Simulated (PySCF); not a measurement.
**C2H9NSi (SMILES CC[SiH2]N): levels of theory compared**

Aim: a comparison of 6 runs (HF/def2-SVP, B3LYP/6-31G*, B3LYP/6-311G**, MP2/def2-TZVP, CCSD(T)/3-21G) of C2H9NSi. The job is set up through a Python script.

Program for the calculation: PySCF 2.14.0.

### 1 The structure to begin with

C2H9NSi has 13 atoms, charge 0, and is taken as a singlet. As SMILES, `CC[SiH2]N`. The shape is that of a PBE0-D4/def2-TZVP optimisation. This is one conformer, not always the lowest.

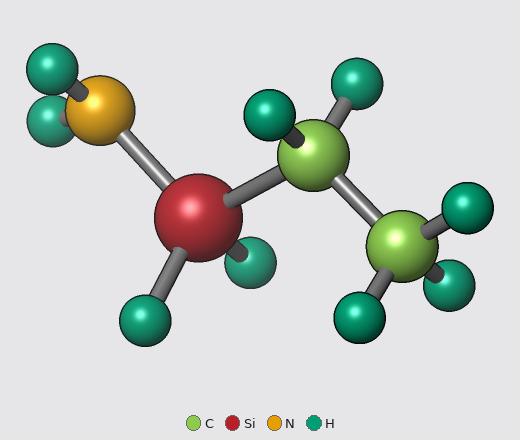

The structure, seen from a chosen angle (carbon green, silicon red, nitrogen amber, hydrogen teal).

### 2 Energy and forces at HF/def2-SVP (run 1)

run.py reads:

```python
import pyscf.grad
from pyscf import gto

mol = gto.Mole()
mol.atom = '''
C     -1.322200     1.330400    -0.520900
C     -0.660000     0.345600     0.438400
Si     0.768100    -0.585500    -0.331800
N      1.481600    -1.646200     0.824300
H     -1.733500     0.819400    -1.395700
H     -2.143200     1.870700    -0.043000
H     -0.608900     2.074000    -0.886100
H     -1.385200    -0.387200     0.807000
H     -0.287000     0.873700     1.324300
H      1.703700     0.431100    -0.911500
H      0.307900    -1.446900    -1.456800
H      1.890400    -1.272900     1.666400
H      2.008800    -2.440900     0.500200
'''
mol.spin = 0
mol.basis = 'def2-svp'
mol.max_memory = 1860
mol.verbose = 4
mol.build()

hf = mol.RHF()
hf.conv_tol = 1e-10
hf.kernel()
if not hf.converged:
    hf = hf.newton().run(hf.mo_coeff, hf.mo_occ)

e_final = hf.e_tot
print('E = %.10f Eh' % e_final)
grad = hf.Gradients().kernel()
hf.analyze()
```

Launch:

```sh
OMP_NUM_THREADS=1 python run.py
```

Output:

```text
PySCF version 2.14.0

[... 98 lines left out ...]
MO #10  energy= -1.00908325257597  occ= 2
[... 18 lines left out ...]
MO #29  energy= 0.269437053041877  occ= 0
[... 18 lines left out ...]
MO #48  energy= 0.90596513748876   occ= 0
[... 18 lines left out ...]
MO #67  energy= 1.62547607644097   occ= 0
[... 18 lines left out ...]
MO #86  energy= 2.40109388879661   occ= 0
[... 18 lines left out ...]
MO #105 energy= 3.72840999829425   occ= 0
[... 121 lines left out ...]
Dipole moment(X, Y, Z, Debye):  0.71488, -0.09287,  0.82444
```

It took 18 s on 1 thread of Intel Xeon at 2.50GHz (Skylake/Cascade Lake), shared host; peak memory 0.24 GiB.

### 3 Energy and forces at B3LYP/6-31G(d) (spherical functions) (run 2)

run.py reads:

```python
import pyscf.grad
from pyscf import gto, dft

mol = gto.Mole()
mol.atom = '''
C   -1.322200   1.330400  -0.520900
C   -0.660000   0.345600   0.438400
Si   0.768100  -0.585500  -0.331800
N    1.481600  -1.646200   0.824300
H   -1.733500   0.819400  -1.395700
H   -2.143200   1.870700  -0.043000
H   -0.608900   2.074000  -0.886100
H   -1.385200  -0.387200   0.807000
H   -0.287000   0.873700   1.324300
H    1.703700   0.431100  -0.911500
H    0.307900  -1.446900  -1.456800
H    1.890400  -1.272900   1.666400
H    2.008800  -2.440900   0.500200
'''
mol.verbose = 3
mol.charge = 0
mol.max_memory = 1860
mol.basis = '6-31g*'
mol.build()

mf = dft.RKS(mol, xc='b3lyp')
mf.conv_tol = 1e-10
mf.grids.level = 5
mf.kernel()
if not mf.converged:
    mf = mf.newton().run(mf.mo_coeff, mf.mo_occ)

etot = mf.e_tot
print(f'total energy: {etot:.8f} hartree')
grad = mf.Gradients().kernel()
mf.analyze()
```

Launch:

```sh
OMP_NUM_THREADS=1 python run.py
```

Output:

```text
converged SCF energy = -425.895756392159
[... 17 lines left out ...]
MO #8   energy= -3.62304858463612  occ= 2
[... 13 lines left out ...]
MO #22  energy= 0.0424004614166935 occ= 0
[... 13 lines left out ...]
MO #36  energy= 0.356276084806585  occ= 0
[... 13 lines left out ...]
MO #50  energy= 0.88557536983656   occ= 0
[... 13 lines left out ...]
MO #64  energy= 1.56657947332316   occ= 0
[... 13 lines left out ...]
MO #78  energy= 2.62408441590468   occ= 0
[... 14 lines left out ...]
Dipole moment(X, Y, Z, Debye):  0.68068, -0.09752,  0.90328
```

It took 66 s on 1 thread of Intel Xeon at 2.50GHz (Skylake/Cascade Lake), shared host; peak memory 0.8 GiB.

Runs 3 to 4 aren't shown in full; the table further down has their settings and results.

### 4 Energy and forces at MP2/def2-TZVP (run 5)

job.py reads:

```python
import pyscf.grad
from pyscf import gto, mp

molecule = gto.Mole()
molecule.atom = '''
C   -1.322200   1.330400  -0.520900
C   -0.660000   0.345600   0.438400
Si   0.768100  -0.585500  -0.331800
N    1.481600  -1.646200   0.824300
H   -1.733500   0.819400  -1.395700
H   -2.143200   1.870700  -0.043000
H   -0.608900   2.074000  -0.886100
H   -1.385200  -0.387200   0.807000
H   -0.287000   0.873700   1.324300
H    1.703700   0.431100  -0.911500
H    0.307900  -1.446900  -1.456800
H    1.890400  -1.272900   1.666400
H    2.008800  -2.440900   0.500200
'''
molecule.spin = 0
molecule.basis = 'def2-tzvp'
molecule.verbose = 4
molecule.max_memory = 1860
molecule.build()

hf = molecule.RHF()
hf.conv_tol = 1e-10
hf.kernel()
if not hf.converged:
    hf = hf.newton().run(hf.mo_coeff, hf.mo_occ)

pt = mp.MP2(hf, frozen=8).run()
etot = pt.e_tot
print(f'total energy: {etot:.8f} hartree')
grad = pt.Gradients().kernel()
hf.analyze()
```

Launch:

```sh
OMP_NUM_THREADS=1 python job.py
```

Output:

```text
PySCF version 2.14.0

[... 112 lines left out ...]
MO #19  energy= -0.46456352282597  occ= 2
[... 32 lines left out ...]
MO #52  energy= 0.629782107421619  occ= 0
[... 32 lines left out ...]
MO #85  energy= 1.57673460322969   occ= 0
[... 32 lines left out ...]
MO #118 energy= 2.63325645644966   occ= 0
[... 32 lines left out ...]
MO #151 energy= 3.7457618534919    occ= 0
[... 32 lines left out ...]
MO #184 energy= 33.0658710396582   occ= 0
[... 200 lines left out ...]
Dipole moment(X, Y, Z, Debye):  0.64633, -0.02823,  0.81070
```

Run time: 5.7 min. Hardware: 1 thread of Intel Xeon at 2.50GHz (Skylake/Cascade Lake), shared host; peak memory 2.4 GiB.

### 5 A single-point energy at CCSD(T)/3-21G (run 6)

start.xyz reads:

```xyz
13

C     -1.322200     1.330400    -0.520900
C     -0.660000     0.345600     0.438400
Si     0.768100    -0.585500    -0.331800
N      1.481600    -1.646200     0.824300
H     -1.733500     0.819400    -1.395700
H     -2.143200     1.870700    -0.043000
H     -0.608900     2.074000    -0.886100
H     -1.385200    -0.387200     0.807000
H     -0.287000     0.873700     1.324300
H      1.703700     0.431100    -0.911500
H      0.307900    -1.446900    -1.456800
H      1.890400    -1.272900     1.666400
H      2.008800    -2.440900     0.500200
```

job.py reads:

```python
# CC[SiH2]N
from pyscf import gto, cc

mol = gto.M(
    atom='start.xyz',
    max_memory=1860,
    basis='3-21g',
    verbose=4,
)

mf = mol.RHF()
mf.conv_tol = 1e-10
mf.kernel()
if not mf.converged:
    mf = mf.newton().run(mf.mo_coeff, mf.mo_occ)

mycc = cc.CCSD(mf, frozen=8)
mycc.kernel()
e_t = mycc.ccsd_t()
e_tot = mycc.e_tot + e_t
print('E(%s) = %.9f' % ('CCSD(T)', e_tot))
mf.analyze()
```

Launch:

```sh
OMP_NUM_THREADS=1 python job.py
```

Output:

```text
PySCF version 2.14.0

[... 100 lines left out ...]
Two-electron Energy =                  329.931416403840501
[... 13 lines left out ...]
MO #10  energy= -1.0217034786151   occ= 2
[... 11 lines left out ...]
MO #22  energy= 0.194324414858327  occ= 0
[... 11 lines left out ...]
MO #34  energy= 0.522457527320348  occ= 0
[... 11 lines left out ...]
MO #46  energy= 1.34546506380952   occ= 0
[... 11 lines left out ...]
MO #58  energy= 2.61870975308364   occ= 0
[... 74 lines left out ...]
Dipole moment(X, Y, Z, Debye):  0.91709,  0.03214,  0.72172
```

It took 8.1 s on 1 thread of Intel Xeon at 2.50GHz (Skylake/Cascade Lake), shared host; peak memory 0.19 GiB.

### 6 The series

```
run                               level  integration grid  Cartesian functions  energy (Eh)  dipole moment (D) of the reference  HOMO energy (eV)  LUMO energy (eV)  wall time
  1                         HF/def2-SVP                 –                   no  -424.197335                                1.10            -10.56              4.48       18 s
  2  B3LYP/6-31G* (spherical functions)                 5                   no  -425.895756                                1.14             -6.62              1.15       66 s
  3  B3LYP/6-31G* (Cartesian functions)                 5                  yes  -425.900044                                1.13             -6.62              1.12       68 s
  4                      B3LYP/6-311G**                 5                   no  -425.976813                                1.09             -6.87              0.59    2.1 min
  5                       MP2/def2-TZVP                 –                   no  -425.129343                                1.04            -10.63              3.37    5.7 min
  6                       CCSD(T)/3-21G                 –                   no  -422.504387                                1.17            -10.22              5.29      8.1 s
```

### 7 Summary of results

| quantity | value |
| --- | --- |
| run 6: total energy | -422.50439 Eh |
| run 6: dipole moment (Hartree–Fock density) | 1.17 D |
| run 6: HOMO energy (Hartree–Fock orbitals) | -10.22 eV |
| run 6: LUMO energy (Hartree–Fock orbitals) | 5.29 eV |
| run 6: HOMO–LUMO gap (Hartree–Fock orbitals) | 15.50 eV |
| run 6: correlation energy (8 core orbitals frozen) | -400.2 mEh |
| run 6: (T) correction | -8.60 mEh |
| run 6: T1 diagnostic | 0.009 |

What this shows: Over runs 1, 2, 3, 4 the dipole moment (its size) runs from 1.09 D (B3LYP/6-311G**) to 1.14 D (B3LYP/6-31G*). Over runs 1, 2, 3, 4 the HOMO–LUMO gap runs from 7.46 eV (B3LYP/6-311G**) to 15.05 eV (HF/def2-SVP). The two ends differ in method and basis. All runs together took 10 min, the longest 5.7 min.
